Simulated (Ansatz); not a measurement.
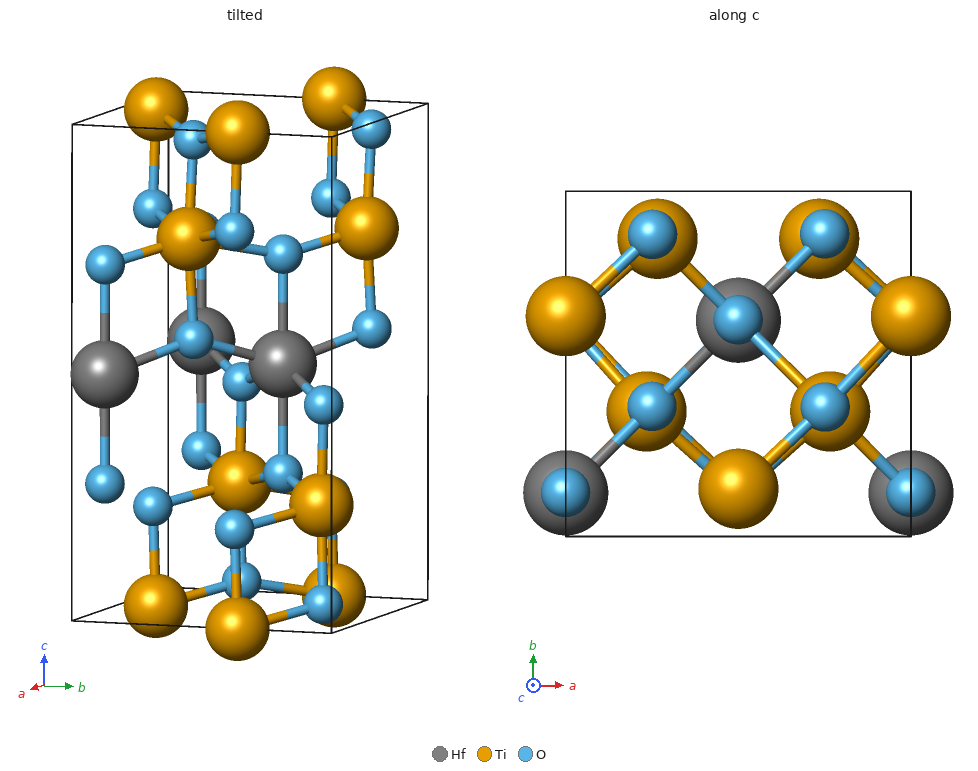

We look at a ball-and-stick model of the crystal slightly off an axis and along the c axis. The lines enclose the conventional unit cell; boundary atoms appear with their images.

HfTi₃O₈, space group C2 (No. 5), a = 5.476 Å, b = 5.477 Å, c = 9.896 Å, α = 90.00°, β = 90.09°, γ = 90.00°. Starting structure: a structure type filled with these elements by a generator (whether the compound takes this form wasn't checked). Earlier steps of the study, as a rule a relaxation of our own, may have changed the cell and positions, so they can lie some per cent off the listed ones. It was run through Ansatz as a DFT input.

This one geometry was computed with Ansatz (DFT, plane waves, PAW) at four levels of theory: r2SCAN, PBE+U (U_eff = 4.00 eV on Ti d), LDA and PBE.

Q: Which level gives the highest pressure at this volume, and what does that say about its equilibrium volume?

A: Highest: PBE+U (U_eff = 4.00 eV on Ti d) (2.1 GPa), which points to the largest equilibrium volume. Lowest, with the smallest volume: LDA (-11.0 GPa). Levels within 0.5 GPa of each other can't be told apart.

Q: How does the band gap change with the level of theory?

A: LDA: a gap of 2.15 eV, indirect; PBE: a gap of 2.24 eV, indirect; r2SCAN: a gap of 2.60 eV, indirect; PBE+U (U_eff = 4.00 eV on Ti d): a gap of 2.71 eV, indirect.

Q: Collect the results in a table.

A:
| level | cutoff (eV) | k-mesh of the run's cell | gap (eV) | pressure (GPa) |
| --- | --- | --- | --- | --- |
| r2SCAN | 500 | 8×8×4 | 2.60 | -4.6 |
| PBE+U (U_eff = 4.00 eV on Ti d) | 420 | 8×8×4 | 2.71 | 2.1 |
| LDA | 420 | 8×8×4 | 2.15 | -11.0 |
| PBE | 420 | 8×8×4 | 2.24 | 0.0 |

Gaps are taken on the k-mesh or band path of each run.
